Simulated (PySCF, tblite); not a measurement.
**C₃H₁₁N₂Si radical: geometry, infrared bands and EPR parameters**

What infrared bands and EPR parameters should C₃H₁₁N₂Si radical (`C[CH]N[SiH2]NC`) show?

Computed with tblite 0.8.0 and PySCF 2.14.0, with density-fitted response routines of our own, on a single molecule in the gas phase. Atoms count from 0, in the outputs and in this text.

## (1) Starting geometry

17 atoms, charge 0, multiplicity 2; geometry from: force field or distance geometry start.

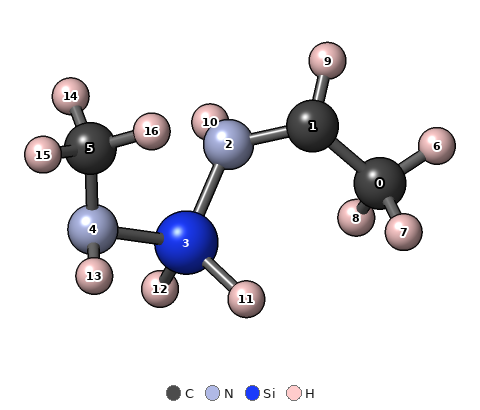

As it starts; carbon dark grey, nitrogen light blue, silicon blue, hydrogen pink, atoms numbered.

## (2) Geometry optimisation with GFN2-xTB

What the job is given:

```
{"job": {"kind": "relax", "xc": "GFN2-xTB", "basis": "xTB"}, "charge": 0, "multiplicity": 2}
C      2.586600    -0.308400     0.677900
C      1.486100     0.735700     0.625800
N      0.489400     0.503400    -0.345100
Si    -0.507200    -0.921400    -0.151800
N     -2.243000    -0.490700    -0.004800
C     -2.440200     0.851500     0.474800
H      3.583000     0.173500     0.813000
H      2.476400    -1.015800     1.530000
H      2.619400    -0.915800    -0.243000
H      1.986200     1.694700     0.366600
H      0.723800     0.766400    -1.314900
H     -0.121300    -1.798700     0.962400
H     -0.380800    -1.749900    -1.357700
H     -2.669200    -1.132900     0.700800
H     -2.291400     1.613600    -0.306900
H     -3.497900     0.906200     0.845800
H     -1.806500     1.100500     1.366600
```

Run with:

```bash
$ OMP_NUM_THREADS=1 python probes_run.py task.json out
```

The driver reads the jobs from task.json and runs them one after another.

The log of the run:

```text
step      E/eV     max force
  0    -531.48172    2.842
  1    -531.72861    1.791
  2    -531.88588    0.799
  3    -531.95947    0.592
  4    -532.01049    0.655
  5    -532.06278    0.683
  6    -532.12761    0.601
  7    -532.17754    0.547
  8    -532.22335    0.446
  9    -532.26415    0.463
 10    -532.29768    0.453
 11    -532.32694    0.399
 12    -532.35193    0.392
 13    -532.37420    0.330
 14    -532.37391    1.292
 15    -532.40936    0.335
 16    -532.42275    0.250
 17    -532.44243    0.357
 18    -532.44776    0.222
 19    -532.45573    0.301
 20    -532.46689    0.236
 21    -532.47170    0.168
 22    -532.47592    0.154
 23    -532.48118    0.168
 24    -532.48694    0.176
 25    -532.49246    0.172
 26    -532.49691    0.144
 27    -532.50045    0.162
 28    -532.50483    0.221
 29    -532.51162    0.251
 30    -532.52129    0.273
 31    -532.52817    0.174
 32    -532.53373    0.234
 33    -532.53760    0.194
 34    -532.54217    0.172
 35    -532.54695    0.163
 36    -532.55132    0.153
 37    -532.55507    0.149
 38    -532.55878    0.134
 39    -532.56166    0.115
 40    -532.56391    0.092
 41    -532.56570    0.093
 42    -532.56708    0.083
 43    -532.56863    0.082
 44    -532.57008    0.083
 45    -532.57142    0.097
 46    -532.57279    0.121
 47    -532.57427    0.094
 48    -532.57634    0.089
 49    -532.57787    0.103
 50    -532.57981    0.131
 51    -532.58194    0.147
 52    -532.58435    0.114
 53    -532.58652    0.123
 54    -532.58885    0.189
 55    -532.59152    0.173
 56    -532.59452    0.127
 57    -532.59771    0.157
 58    -532.60095    0.198
 59    -532.60460    0.254
 60    -532.60920    0.199
 61    -532.61054    0.233
 62    -532.61478    0.177
 63    -532.61741    0.151
 64    -532.62297    0.140
 65    -532.62727    0.161
 66    -532.63075    0.113
 67    -532.63224    0.128
 68    -532.63263    0.201
 69    -532.63453    0.097
 70    -532.63572    0.078
 71    -532.63898    0.127
 72    -532.64108    0.091
 73    -532.64262    0.121
 74    -532.64383    0.153
 75    -532.64526    0.092
 76    -532.64693    0.129
 77    -532.64832    0.103
 78    -532.64898    0.084
 79    -532.64937    0.055
 80    -532.64981    0.056
 81    -532.65073    0.080
 82    -532.65114    0.059
 83    -532.65151    0.057
 84    -532.65184    0.054
 85    -532.65236    0.068
 86    -532.65297    0.066
 87    -532.65342    0.037
 88    -532.65362    0.030
 89    -532.65373    0.032
 90    -532.65387    0.033
 91    -532.65406    0.036
 92    -532.65430    0.039
 93    -532.65456    0.047
 94    -532.65481    0.042
 95    -532.65503    0.029
 96    -532.65522    0.032
 97    -532.65536    0.031
 98    -532.65547    0.024
 99    -532.65558    0.022
100    -532.65569    0.027
101    -532.65582    0.034
102    -532.65595    0.037
103    -532.65613    0.033
104    -532.65638    0.046
105    -532.65673    0.045
106    -532.65711    0.057
107    -532.65745    0.040
108    -532.65776    0.047
109    -532.65814    0.048
110    -532.65868    0.048
111    -532.65942    0.066
112    -532.66043    0.077
113    -532.66198    0.119
114    -532.66361    0.206
115    -532.66756    0.280
116    -532.67130    0.271
117    -532.67775    0.247
118    -532.68182    0.265
119    -532.68741    0.161
120    -532.69178    0.137
121    -532.69867    0.179
122    -532.69872    0.242
123    -532.70400    0.135
124    -532.70613    0.168
125    -532.70972    0.162
126    -532.71157    0.150
127    -532.71346    0.098
128    -532.71476    0.156
129    -532.71607    0.095
130    -532.71757    0.105
131    -532.71911    0.085
132    -532.71994    0.070
133    -532.72048    0.058
134    -532.72090    0.064
135    -532.72155    0.070
136    -532.72251    0.100
137    -532.72356    0.093
138    -532.72433    0.081
139    -532.72480    0.041
140    -532.72509    0.038
141    -532.72544    0.032
142    -532.72587    0.028
143    -532.72609    0.027
144    -532.72626    0.027
145    -532.72633    0.020
146    -532.72641    0.031
147    -532.72650    0.028
148    -532.72665    0.022
149    -532.72672    0.017
150    -532.72681    0.016
151    -532.72688    0.016
152    -532.72694    0.015
153    -532.72699    0.015
154    -532.72703    0.016
155    -532.72709    0.018
156    -532.72716    0.017
157    -532.72725    0.022
158    -532.72735    0.026
159    -532.72745    0.024
160    -532.72754    0.022
161    -532.72761    0.020
162    -532.72766    0.017
163    -532.72771    0.015
164    -532.72776    0.017
165    -532.72783    0.019
166    -532.72791    0.019
167    -532.72799    0.017
168    -532.72804    0.012
169    -532.72808    0.010
170    -532.72810    0.009
```

It took 0.9 s on 1 thread of Arm Neoverse V2, shared host.

Relaxation path: (not every step is listed)

```csv
step,energy from step 0 (eV),largest force (eV/Å)
0,0.0000,2.8415
1,-0.2469,1.7914
2,-0.4042,0.7993
3,-0.4778,0.5924
4,-0.5288,0.6547
5,-0.5811,0.6829
6,-0.6459,0.6006
7,-0.6958,0.5470
8,-0.7416,0.4460
23,-0.9995,0.1684
38,-1.0771,0.1345
53,-1.1048,0.1230
68,-1.1509,0.2011
83,-1.1698,0.0570
98,-1.1738,0.0242
113,-1.1803,0.1193
128,-1.2330,0.1560
143,-1.2444,0.0272
158,-1.2456,0.0256
165,-1.2461,0.0187
166,-1.2462,0.0190
167,-1.2463,0.0175
168,-1.2463,0.0124
169,-1.2464,0.0100
170,-1.2464,0.0085
```

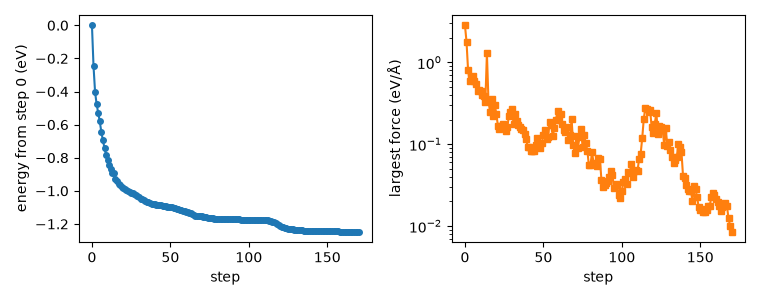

Energy and force, step by step.

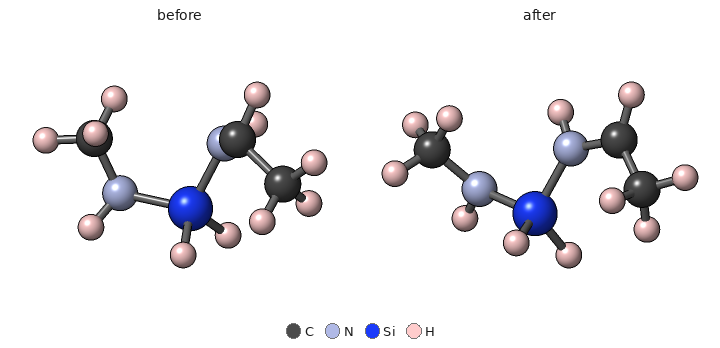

The geometry before (left) and after (right).

Close pairs (by a distance rule), those that changed most:

```csv
bond,before (Å),after (Å),change (Å)
Si3–N4,1.794,1.723,-0.072
C0–C1,1.518,1.479,-0.039
N4–H13,1.045,1.008,-0.037
C1–H9,1.112,1.076,-0.036
C1–N2,1.411,1.376,-0.035
C5–H15,1.122,1.093,-0.029
C0–H6,1.115,1.088,-0.027
C5–H16,1.122,1.096,-0.026
```

The final coordinates are the input of the step that follows.

## (3) Vibrational analysis with GFN2-xTB

What the job is given:

```
{"job": {"kind": "ir", "xc": "GFN2-xTB", "basis": "xTB"}, "charge": 0, "multiplicity": 2}
C      2.759738    -0.367297     0.494581
C      1.909586     0.681865    -0.107883
N      0.546316     0.514433    -0.181946
Si    -0.406708    -0.886751     0.153595
N     -2.009074    -0.327458    -0.143304
C     -2.647811     0.722257     0.614523
H      3.808060    -0.167761     0.283065
H      2.642060    -0.429167     1.584365
H      2.494043    -1.345823     0.091782
H      2.292533     1.677651    -0.248695
H      0.077674     1.275336    -0.651493
H     -0.103556    -1.324264     1.524787
H     -0.255896    -2.006738    -0.786855
H     -2.676297    -1.029573    -0.421051
H     -1.902739     1.464027     0.893374
H     -3.415981     1.208355     0.007749
H     -3.118946     0.352937     1.532958
```

The log of the run:

```text
mode    cm-1     km/mol
  1      56.4      0.09
  2      87.4      0.02
  3     132.2      0.39
  4     144.9      0.50
  5     172.1      2.07
  6     193.0      2.34
  7     198.1      0.28
  8     285.3     59.28
  9     320.0      7.05
 10     439.4     68.68
 11     499.1     21.59
 12     526.7    139.97
 13     545.0     20.19
 14     598.5     20.28
 15     735.3    136.92
 16     773.5     44.88
 17     810.7    250.08
 18     833.8    275.25
 19     993.1      3.55
 20    1013.9      2.97
 21    1068.0     27.17
 22    1097.6     10.70
 23    1111.1      4.30
 24    1163.0     87.93
 25    1234.3      2.99
 26    1345.2     31.10
 27    1379.7     49.94
 28    1402.3     23.74
 29    1418.0     85.02
 30    1421.4     10.48
 31    1470.6      5.63
 32    1492.0      0.91
 33    1492.1      1.48
 34    1507.7      1.85
 35    2149.8    475.74
 36    2192.5    189.97
 37    2859.9     59.44
 38    2898.5     83.03
 39    2958.4     69.57
 40    2978.2     36.95
 41    3026.7     35.47
 42    3027.0     31.29
 43    3095.7     60.42
 44    3434.9      3.96
 45    3465.9      4.72
```

Run time: 0.44 s. Hardware: 1 thread of Arm Neoverse V2, shared host.

The strongest bands and the atoms that carry them (share of the mass-weighted mode):

```csv
cm⁻¹,km/mol,atoms
527,140.0,"H11 25 %, H12 23 %, H13 19 %, Si3 12 %"
735,136.9,"H11 33 %, H12 26 %, N4 14 %"
811,250.1,"H11 44 %, H12 40 %, Si3 10 %"
834,275.2,"Si3 40 %, N4 20 %"
1163,87.9,"N4 43 %, C5 34 %, H13 16 %"
1418,85.0,"C1 44 %, N2 27 %"
2150,475.7,"H11 51 %, H12 45 %"
2192,190.0,"H12 52 %, H11 46 %"
```

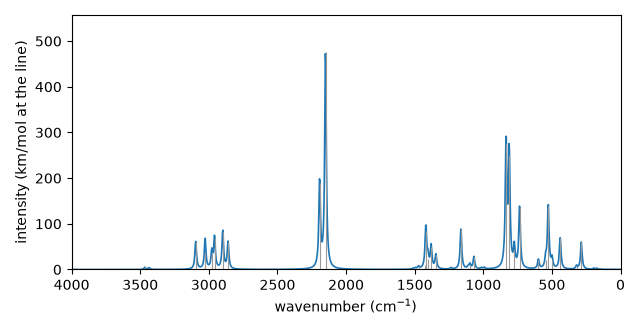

The infrared spectrum from these modes, unscaled. Lines are broadened to a width of 14 cm⁻¹ (Lorentzian).

## (4) EPR parameters: B3LYP/pcH-1

Settings changed since step 3:

```diff
@@ -1,2 +1,2 @@
-{"job": {"kind": "ir", "xc": "GFN2-xTB", "basis": "xTB"}, "charge": 0, "multiplicity": 2}
+{"job": {"kind": "epr", "basis": "pcH-1"}, "charge": 0, "multiplicity": 2}
 C      2.759738    -0.367297     0.494581
```

Method: UKS B3LYP, pcH-1 on C H N Si, non-relativistic, mean-field spin-orbit, GIAO.

The log of the run:

```text
UKS, coarse grid
  cycle   1  E = -519.88124927  |g| = 4.12e-01
  cycle   2  E = -519.82258121  |g| = 5.50e-01
  cycle   3  E = -519.95586699  |g| = 6.13e-02
  cycle   4  E = -519.95706963  |g| = 3.10e-02
  cycle   5  E = -519.95751399  |g| = 6.09e-03
  cycle   6  E = -519.95753349  |g| = 1.68e-03
  cycle   7  E = -519.95753627  |g| = 1.24e-03
  cycle   8  E = -519.95753591  |g| = 2.53e-04
UKS, final grid
  cycle   1  E = -519.95754586  |g| = 3.14e-04
  cycle   2  E = -519.95754580  |g| = 5.10e-04
  cycle   3  E = -519.95754590  |g| = 2.27e-05
  cycle   4  E = -519.95754590  |g| = 1.47e-05
E = -519.95754590 Eh   <S^2> = 0.7533 (exact 0.7500)
g shifts (ppm)      1          2          3
  rmc          -159       -159       -159
  gc             -3         26         32
  oz_so          30        765       1046
  total        -132        633        919
hyperfine (MHz)  atom isotope    a_iso     a_fc   dipolar eigenvalues
    0   13C     -30.61     -30.62     -1.55     -1.15      2.70
    1   13C      99.66      99.75    -72.29    -71.42    143.72
    2   14N       1.41       1.44     -9.30     -8.58     17.88
    3  29Si       8.25       8.24     -2.53      0.95      1.57
    4   14N      -0.05      -0.05     -0.26     -0.02      0.27
    5   13C       2.71       2.71     -0.44     -0.26      0.70
    6    1H      16.39      16.39     -5.28     -3.75      9.03
    7    1H     127.74     127.74     -4.17     -3.27      7.43
    8    1H      51.01      51.01     -4.75     -3.86      8.62
    9    1H     -48.23     -48.25    -34.49      0.31     34.18
   10    1H      -5.13      -5.14    -10.07     -5.54     15.61
   11    1H       7.26       7.26     -2.03     -1.88      3.92
   12    1H      25.81      25.81     -2.10     -1.45      3.54
   13    1H      -0.43      -0.43     -0.92     -0.88      1.80
   14    1H       0.26       0.26     -1.94     -1.32      3.26
   15    1H      -0.12      -0.12     -0.66     -0.63      1.29
   16    1H       0.46       0.46     -0.70     -0.64      1.34
```

It took 76 s on 1 thread of Arm Neoverse V2, shared host; peak memory 0.97 GiB.

Principal g values 2.00219, 2.00295, 2.00324; g(iso) = 2.00279, against 2.00232 for a free electron.

Mean a(iso) over the nuclei that a row names, and the largest dipolar term of the row (other rows stand at the frozen geometry):

```csv
nuclei,isotope,a(iso) (MHz),"a(iso) (G, at g = 2.0023)",largest dipolar term (MHz)
C1,13C,99.7,35.6,143.7
"H6, H7, H8",1H,65.0,23.2,9.0
H9,1H,-48.2,-17.2,-34.5
C0,13C,-30.6,-10.9,2.7
"H11, H12",1H,16.5,5.9,3.9
Si3,29Si,8.3,2.9,-2.5
H10,1H,-5.1,-1.8,15.6
C5,13C,2.7,1.0,0.7
N2,14N,1.4,0.5,17.9
H13,1H,-0.4,-0.2,1.8
"H14, H15, H16",1H,0.2,0.1,3.3
N4,14N,-0.1,0.0,0.3
```

Mulliken spin populations:

C0 -0.07; C1 0.86; N2 0.12; Si3 0.02; N4 0.00; C5 0.00; H6 0.01; H7 0.06; H8 0.02; H9 -0.04; H10 0.00; H11 0.00; H12 0.02; H13 0.00; H14 0.00; H15 0.00; H16 0.00

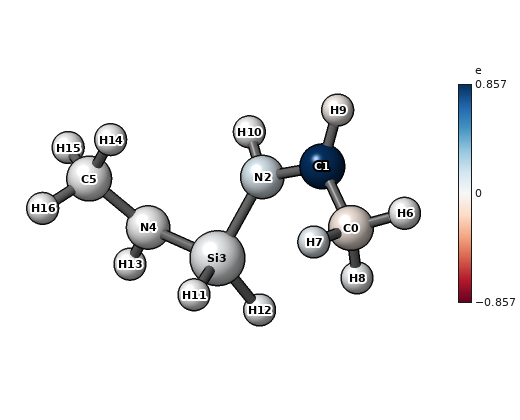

Mulliken spin populations, as colours on the atoms.

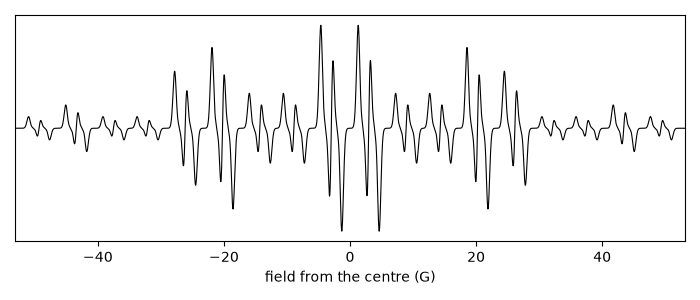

First-order isotropic spectrum (first derivative, main isotopes with spin only, couplings over 0.8 MHz, Gaussian width 0.3 G; couplings of the frozen geometry, rotation of groups not averaged beyond the rows shown).

The fields below are evaluated on a grid from the run's orbitals.

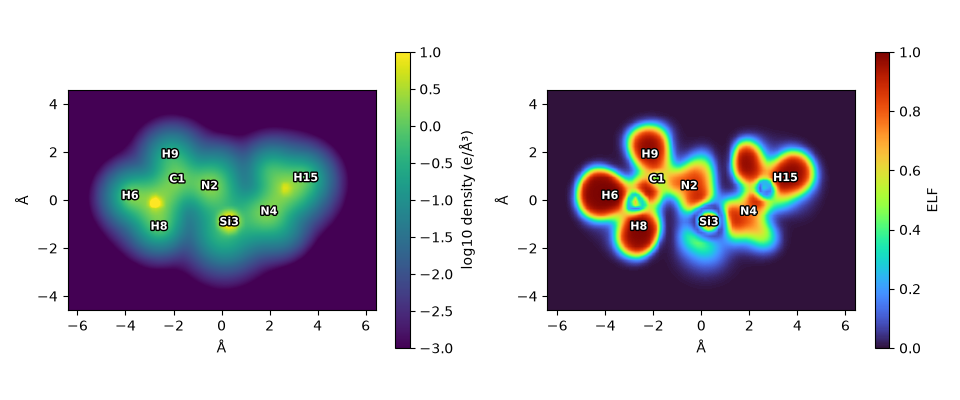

Density (left) and ELF (right) in a plane through or near 8 of the atoms.

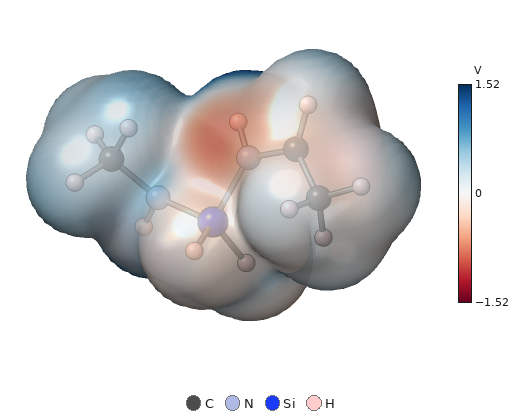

Electrostatic potential on the surface of density 0.002 e/bohr³; red is low, blue high. It runs from -0.93 V near N4 to 1.52 V near H13.

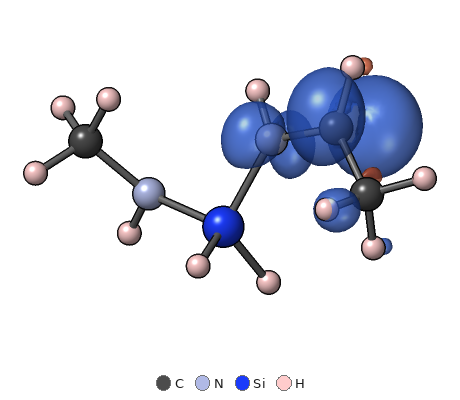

Spin density at ±0.04 e/Å³ (alpha excess blue, beta excess red).

## (5) Outcome

| quantity | value |
| --- | --- |
| strongest single infrared mode (GFN2-xTB) | 2150 cm⁻¹, 476 km/mol |
| zero-point energy (GFN2-xTB) | 85.8 kcal/mol |
| g(iso) (B3LYP) | 2.00279 |
| ⟨S²⟩ | 0.753 (exact 0.75) |
| largest a(iso) (averaged by class) | 13C on C1, 99.7 MHz |
| potential on the surface of density 0.002 e/bohr³, 1st and 99th percentile | -0.93 V and 1.52 V |

In words: Relaxing lowered the energy by 1.246 eV in 170 steps; the close pair that moved most is Si3–N4, from 1.794 to 1.723 Å. No mode is imaginary among the 45: a minimum at this level. The strongest single mode, at 2150 cm⁻¹, moves mainly H11 and H12. GFN2-xTB is a fitted tight-binding method: band positions and strengths are rough. Its intensities can rank the bands wrongly. C1 carries the largest spin population, 0.86 e. The isotropic g lies 0.5 ppt above the free-electron value. These values are for one conformer; the search (at its own cheap level) found 2 more, at 0.39, 1.13 kcal/mol, and measured spectra average over such forms.
